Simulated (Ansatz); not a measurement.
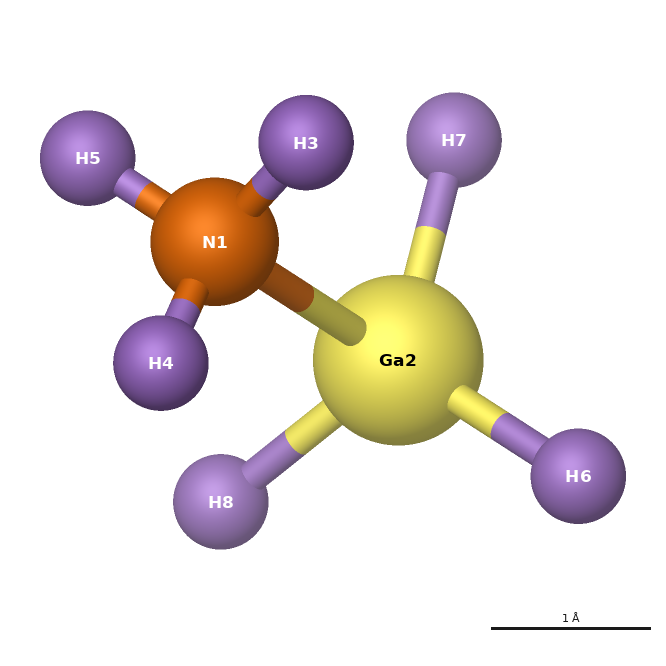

Source: calculation with Ansatz.

The atoms are numbered. Geometry: moved along internal coordinates away from the minimum.

List the bonds and their lengths.

```csv
bond,length (Å)
N1–Ga2,2.151
N1–H3,1.039
N1–H4,1.013
N1–H5,1.013
Ga2–H6,1.582
Ga2–H7,1.582
Ga2–H8,1.582
```
